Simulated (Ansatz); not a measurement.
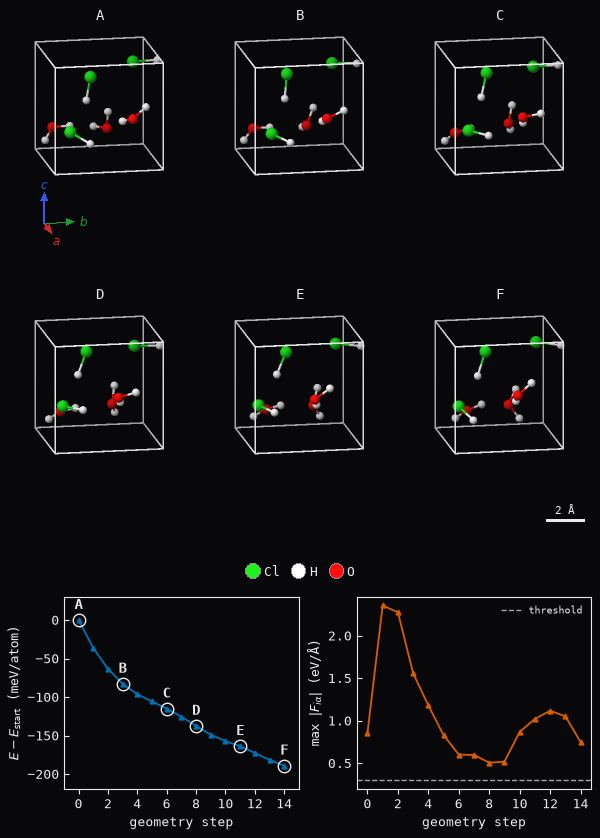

Frames of a relaxation of an amorphous cell of composition H3ClO, marked on the history of the run. The picture is a ball-and-stick view of the cell of the calculation, seen slightly off an axis.

The cell holds 3 HCl + 3 H2O. The run prepares the start of a later molecular dynamics calculation, from a guessed geometry.

Theory: DFT PBE-D3(BJ), scalar-relativistic, plane waves, PAW in Ansatz.

The input:
```yaml
accuracy: low
crystal:
  lattice:
    - [5.792936, 0.0, 0.0]
    - [0.0, 5.792936, 0.0]
    - [0.0, 0.0, 5.792936]
  atoms:
    - { symbol: Cl, position: [0.2759036, 0.8540245, 0.8445966] }
    - { symbol: H, position: [0.3153651, 1.0709231, 0.8593921] }
    - { symbol: Cl, position: [0.8537836, 0.1673165, 0.3534525] }
    - { symbol: H, position: [0.9757959, 0.329415, 0.2659415] }
    - { symbol: Cl, position: [0.5581034, 0.4090397, 0.7885422] }
    - { symbol: H, position: [0.5540466, 0.3705347, 0.571006] }
    - { symbol: O, position: [0.3381896, 0.0956346, 0.280433] }
    - { symbol: H, position: [0.4112789, 0.2443158, 0.3029476] }
    - { symbol: H, position: [0.447982, 0.0102243, 0.1876659] }
    - { symbol: O, position: [1.0026794, 0.720045, 0.487522] }
    - { symbol: H, position: [0.9534997, 0.8477985, 0.5835191] }
    - { symbol: H, position: [0.8595261, 0.6503393, 0.4364999] }
    - { symbol: O, position: [0.3884143, 0.5923794, 0.2599791] }
    - { symbol: H, position: [0.2548938, 0.4922357, 0.250051] }
    - { symbol: H, position: [0.425499, 0.5943047, 0.4230007] }
basis:
  ecutwfc: 420.0
kpoints:
  mp_grid: { grid: [1, 1, 1] }
hamiltonian:
  xc: pbe
  dispersion: d3bj
scf:
  occupations: { method: fermi_dirac, width: 0.05 }
  lower_state_search: "off"
relax:
  f_tol: 0.3
  max_steps: 15
  adjacent_minimum: "off"
```

Command:
```bash
ansatz run input.yaml --threads 1 --pin off --max-ram 3072MiB --backend cpu --events-out ev --progress --plain --runs-dir out
```

Question: Describe the path.

Answer: The relaxation stopped without meeting its thresholds, so the last structure isn't shown to be converged. It used up its limit of 15 steps. The energy falls by 189 meV per atom in 14 geometry steps. The largest force component goes from 0.86 to 0.75 eV/Å. H14 moves most: 1.74 Å along [2 2 −1]. By element the largest moves are H 1.74 Å, O 1.54 Å, Cl 0.77 Å. The lattice vectors keep their values. Near-neighbour distances that change, for instance: H4–O7 2.500 → 1.358 Å, Cl3–H4 1.280 → 1.430 Å, Cl5–H6 1.280 → 1.365 Å, Cl1–H2 1.280 → 1.345 Å. Bond angles that change, for instance: H11–O10–H12 104.0° → 101.0°, H14–O13–H15 104.0° → 101.9°. Cost: 16 s on 1 thread of Arm Neoverse V1, on a shared host, peak memory 0.3 GiB. From step 0 to 3: H14 moves most (0.47 Å), energy −82.8 meV per atom. From step 3 to 6: H atoms move most (0.47 Å), energy −32.3 meV per atom. From step 6 to 8: H atoms move most (0.38 Å), energy −22.3 meV per atom. From step 8 to 11: H4 moves most (0.50 Å), energy −26.3 meV per atom. From step 11 to 14: H8 moves most (0.45 Å), energy −25.3 meV per atom.

```csv
step,"E − E(0), meV/atom","largest force component, eV/Å"
0,0.00,0.8566
1,-36.29,2.3556
2,-63.37,2.2750
3,-82.77,1.5584
4,-96.42,1.1808
5,-105.62,0.8304
6,-115.06,0.6016
7,-125.54,0.5968
8,-137.39,0.5065
9,-148.81,0.5186
10,-157.24,0.8691
11,-163.73,1.0216
12,-172.63,1.1179
13,-181.58,1.0521
14,-189.08,0.7501
```

Limits of the set-up: the program's low-accuracy preset was used; the periodic images lie only 5.8 Å apart, so the values are limited by the cell's size.
